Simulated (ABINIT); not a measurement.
Convergence study of shifted k-point meshes for LaH3 (I4mm, 4 atoms in the cell)

```
LaH3
1.0
   -1.86769     1.86769     3.04058
    1.86769    -1.86769     3.04058
    1.86769     1.86769    -3.04058
La H
1 3
Cartesian
  0.00000   0.00000   0.05000
  0.00000   1.86769   1.52029
  1.86769   0.00000   1.52029
  0.00000   0.00000   3.04058
```

Computed with LDA (PW92), PAW (JTH v2.0 LDA PAW) (plane waves; ABINIT).

Base settings: pseudos = [La.LDA_PW-JTH.xml, H.LDA_PW-JTH.xml]; ecut = 816 eV; pawecutdg = 1633 eV; pawxcdev = 0; occopt = 3; tsmear = 0.00073499 Ha; ngkpt = 4 4 4; nshiftk = 1; shiftk = 0 0 0; potentials = JTH v2.0 LDA PAW.

In this ladder: shiftk = 0.5 0.5 0.5.

Shifted meshes do not hold Γ, so a gap read on them misses any band edge there.

Only quantities that move along the ladder and can be compared are tabulated.

The count of work is k-points × plane waves × bands × iterations; it is no time. 

The starting cell comes from a database of computed structures (which also holds hypothetical and non-ambient phases and stackings), without a prior relaxation at this level. Its lattice was rescaled by up to half a per cent. One atom was moved a little off its site on purpose.

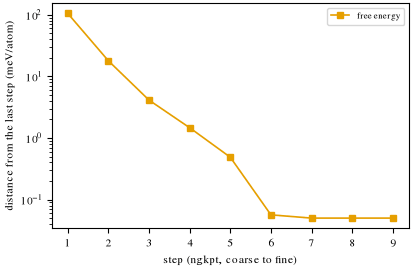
Figure: Distance from the last step along the ladder; very small values are drawn at a floor.

| ngkpt | free energy less the last step's (meV/atom) | pressure (GPa) | gap on the mesh (eV) | count of work / last |
|---|---|---|---|---|
| 2 2 2 | -105.21 | -5.01 | 2.950 | 0.0086 |
| 3 3 3 | -17.89 | -3.24 | 2.329 | 0.017 |
| 4 4 4 | -4.12 | -2.85 | 1.437 | 0.032 |
| 5 5 5 | -1.47 | -2.83 | 1.007 | 0.048 |
| 6 6 6 | -0.49 | -2.81 | 0.780 | 0.081 |
| 8 8 8 | -0.06 | -2.80 | 0.556 | 0.14 |
| 10 10 10 | 0.00 | -2.80 | 0.444 | 0.27 |
| 12 12 12 | 0.00 | -2.80 | 0.383 | 0.43 |
| 14 14 14 | 0.00 | -2.80 | 0.347 | 0.65 |
| 16 16 16 | 0.00 | -2.80 | 0.323 | 1.0 |

Coarsest ngkpt that holds the pressure within 0.05 GPa of the last step, with all finer ones: 5 5 5, at 0.048 of the last step's count of work; the step before is off by 0.06 GPa.

Coarsest ngkpt that holds the free energy within 5 meV/atom of the last step, with all finer ones: 4 4 4, at 0.032 of the last step's count of work; the step before is off by 18 meV/atom.
